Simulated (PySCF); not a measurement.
In(Cl)3, SMILES [Cl][In]([Cl])[Cl] at its PBE0/def2-SVP optimised geometry (Å):

```
4

In    -0.5801    -0.0007     0.0000
Cl    -1.7399    -2.0101    -0.0104
Cl     1.7399    -0.0007     0.0000
Cl    -1.7373     2.0101     0.0000
```

Calculation: PBE0/def2-TZVP, def2 effective core potentials past Kr (PySCF). The core electrons that the potentials of In replace are not part of the density. Cells within 0.4 Å of a nucleus heavier than hydrogen are left out (blank, or x).

Map of the log10 of the electron density (e/bohr³), floored at −4 on the plane z = 0.0 Å:

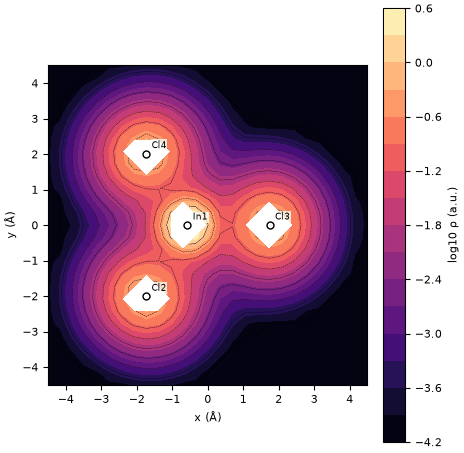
Fig. 1. Log10 of the electron density (e/bohr³), floored at −4 on the plane z = 0.0 Å.
